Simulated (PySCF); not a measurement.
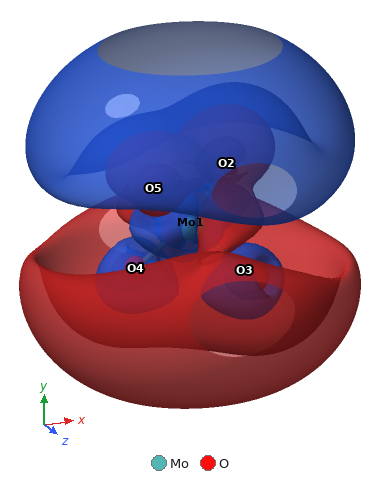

*[MoO4]3- (MoO4, charge −3, doublet). Change of the electron density in a uniform field of 0.15 V/Å, surfaces at ±0.001 e/Å³ (blue: gain, red: loss).*

Computed with PySCF, PBE0/def2-SVPD, geometry: GFN2-xTB. Core potentials replace the inner electrons of Mo; spin–orbit coupling isn't included. This is a single-reference result, which may miss multireference character in this system. No frequency check shows the geometry to be a minimum. For an anion such functionals hold the outermost electrons too loosely, so the response is rough. The stability of the open-shell solution wasn't checked. GFN2-xTB bond lengths at metals and heavier atoms can be off by up to 0.1 Å and shapes distorted, which carries into these values. GFN2-xTB doesn't know the spin state, so this open-shell geometry is rough.

Geometry (Å), atoms numbered from 1:

```
Mo1     -0.0002   -0.0001    0.0001
O2       1.2005    1.1999   -0.5813
O3       1.2003   -1.1998    0.5810
O4      -1.2000   -1.1996   -0.5813
O5      -1.1998    1.2001    0.5810
```

Q: Along which Cartesian direction does the field point?

A: Along −y: electrons gather on the +y side, against the field.

Q: What dipole is induced, and what polarisability does it imply?

A: The induced dipole is 6.77 D (along the field); α along this axis, from the fields in both directions, is 887 bohr³ (131.4 Å³).

Q: Which atoms gain and lose the most charge?

A: Electrons gather most on O2 and O5 alike (Hirshfeld charge changes by −0.042 e) and leave O3 and O4 alike most (+0.040 e); 0.334 electrons are displaced in all.
